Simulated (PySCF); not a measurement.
# C3H9Ga, SMILES `C[Ga](C)C`: electronic structure

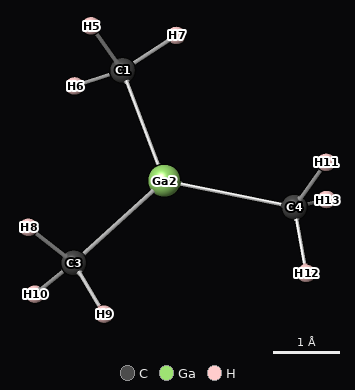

The molecule, with its atoms numbered as below. No frequency check shows the geometry to be a minimum.

Coordinates in Å:

```
C1       0.6383    1.9379   -0.0015
Ga2     -0.0057   -0.0042    0.0020
C3       1.3837   -1.5064   -0.0028
C4      -2.0087   -0.4218   -0.0009
H5       1.1643    2.1744   -0.9311
H6       1.3396    2.1205    0.8181
H7      -0.1918    2.6418    0.1011
H8       2.1164   -1.3603   -0.8017
H9       0.9220   -2.4875   -0.1419
H10      1.9375   -1.5284    0.9405
H11     -2.4546   -0.1784   -0.9698
H12     -2.2012   -1.4795    0.1984
H13     -2.5357    0.1686    0.7540
```

### 1. Bonding charge

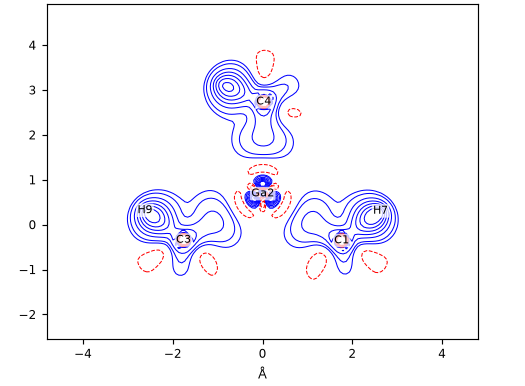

Deformation density (molecule less spherical, spin-averaged free atoms) in the plane of C1, Ga2, C3, C4, H7 and H9; contours at ±0.05 to ±0.8 e/Å³; solid blue lines: gain, dashed red lines: loss.

Level of theory: PBE0/def2-SVPD (PySCF), at a geometry from GFN2-xTB.

Q: How much density has each bond in this plane gained at its critical point, relative to the free atoms?

A: C3–H9: +0.63 e/Å³ at the bond critical point (bond length 1.09 Å). C1–H7: +0.63 e/Å³ at the bond critical point (bond length 1.09 Å). C1–Ga2: +0.15 e/Å³ at the bond critical point (bond length 2.05 Å). Ga2–C3: +0.15 e/Å³ at the bond critical point (bond length 2.05 Å). Ga2–C4: +0.15 e/Å³ at the bond critical point (bond length 2.05 Å). In all, 2.6 electrons gather in the regions of gain relative to the promolecule.

Q: Where do the Hirshfeld charges lie?

A: The highest Hirshfeld charge is on Ga2 (+0.49 e), the lowest on C1 (−0.25 e).

### 2. Bond critical points

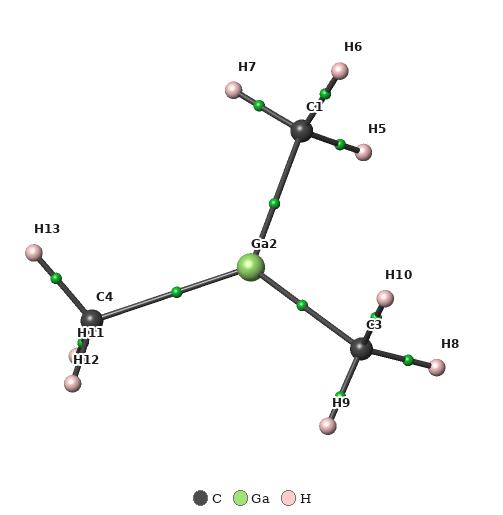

Molecular graph of the electron density (QTAIM): bond paths, bond critical points (green), ring points (magenta, if any); weak paths are dashed.

Q: How many critical points of each kind are there, and does the count close?

A: 13 nuclei, 12 bond, 0 ring and 0 cage critical points: 13 − 12 + 0 − 0 = 1, as the Poincaré–Hopf relation requires.

Q: What does the calculation give at each kind of bond critical point?

A:
```tsv
bond	length (Å)	ρ (a.u.)	∇²ρ (a.u.)	ε	H (a.u.)
C3–H9	1.093	0.268	−0.94	0.03	−0.284
C1–H7	1.093	0.268	−0.94	0.03	−0.284
C4–H12	1.093	0.268	−0.94	0.03	−0.284
C4–H13	1.094	0.267	−0.93	0.03	−0.282
C3–H8	1.094	0.267	−0.93	0.03	−0.281
C1–H6	1.094	0.266	−0.93	0.03	−0.281
C1–H5	1.094	0.266	−0.92	0.03	−0.280
C3–H10	1.094	0.266	−0.92	0.03	−0.280
C4–H11	1.094	0.266	−0.92	0.03	−0.280
C1–Ga2	2.046	0.101	+0.12	0.02	−0.046
Ga2–C3	2.046	0.101	+0.12	0.02	−0.046
Ga2–C4	2.046	0.101	+0.12	0.02	−0.046
```

Q: What kind of interaction is C3–H8?

A: Shared-shell (covalent): ρ = 0.267, ∇²ρ = −0.93, H = −0.281 a.u.

### 3. Local ionisation energy

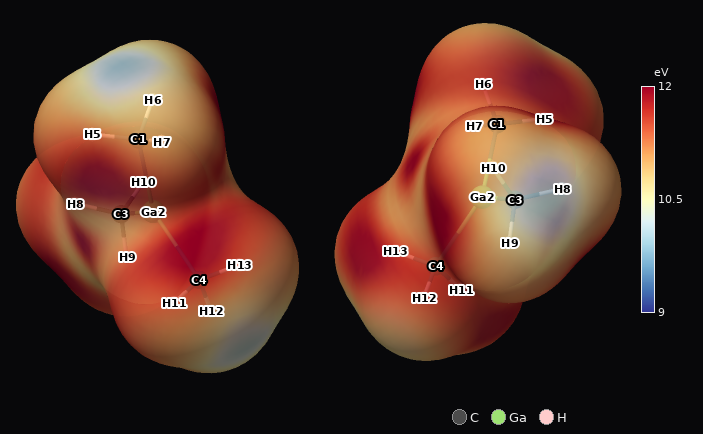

Average local ionisation energy on the surface of electron density 0.001 a.u. (back view left, front view right).

Q: Locate the minima of the map.

A: The lowest value is 9.9 eV, near H5 (1.82 Å), H6 (1.95 Å) and H7 (2.04 Å), over C1 (2.0 Å). Further minima include 11.0 eV, off the Ga2–C3 bond (2.1 to 2.3 Å from its atoms); 11.0 eV, off the Ga2–C4 bond (2.1 to 2.2 Å from its atoms). For comparison, the highest occupied orbital lies at −7.4 eV.

Q: What volume does the surface enclose, and what is the dipole moment?

A: About 130 Å³; the dipole moment is 0.0 D.

### 4. In an electric field

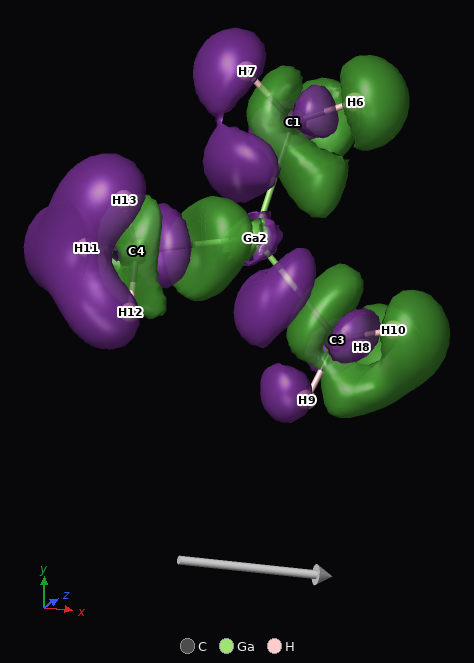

Change of the electron density in a uniform field of 0.51 V/Å along +x (arrow), surfaces at ±0.004 e/Å³ (purple: gain, green: loss).

PySCF calculation, M06-2X/def2-SVPD, gas phase; geometry: GFN2-xTB.

Q: How large is the response?

A: The induced dipole is 1.99 D (along the field); α along this axis, from the fields in both directions, is 78 bohr³ (11.6 Å³).

Q: Which atoms gain and lose the most charge?

A: Electrons gather most on H13 (Hirshfeld charge changes by −0.018 e) and leave H8 most (+0.019 e); 0.170 electrons are displaced in all.

### 5. Removing or adding an electron

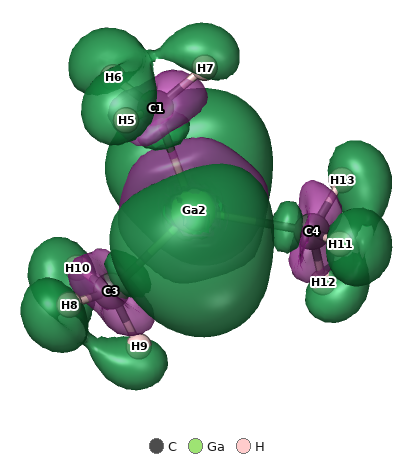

Fukui function f⁺ = ρ(N+1) − ρ(N) at fixed geometry, surfaces at ±0.01 e/Å³ (green positive, purple negative).

Level of theory: B3LYP/def2-SVP (PySCF), at a geometry from GFN2-xTB.

Q: Which atoms respond most to the addition of an electron?

A: f⁺ (Hirshfeld-condensed) is largest on Ga2 (0.52); the vertical electron affinity is −1.01 eV (the stability of the anion's solution wasn't checked; negative, but this basis has no diffuse functions, so it doesn't show that the anion is unbound). Condensed values hint at sites of nucleophilic attack but needn't mark the atom that reacts. Orbital relaxation makes it negative in places (0.17 e in all).

### 6. Localised orbitals

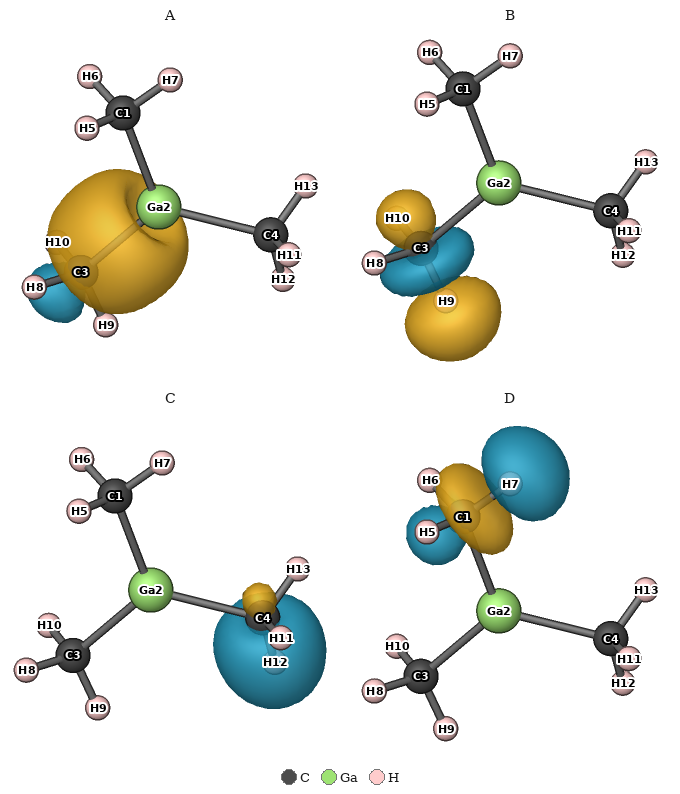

Intrinsic bond orbitals (IBO), occupied and valence-virtual; each surface holds about 80 % of the orbital's density. Energies are diagonal elements of the Fock matrix.

Level of theory: PBE0/def2-SVP (PySCF), at a geometry from GFN2-xTB.

Q: What does each orbital represent in a Lewis picture?

A: By panel:
- A: σ bond C3–Ga2 (C3 66 %, Ga2 34 %; −9.9 eV)
- B: σ* orbital H9–C3 (H9 57 %, C3 43 %; 10.3 eV)
- C: σ bond C4–H12 (C4 57 %, H12 42 %; −12.9 eV)
- D: σ* orbital H7–C1 (H7 57 %, C1 43 %; 10.3 eV)

The PySCF runs shown took 18 s, 86 s, 3.6 min and 13 s on 1 thread of Intel(R) Xeon(R) Platinum 8259CL CPU @ 2.50GHz (Skylake/Cascade Lake) (shared host).
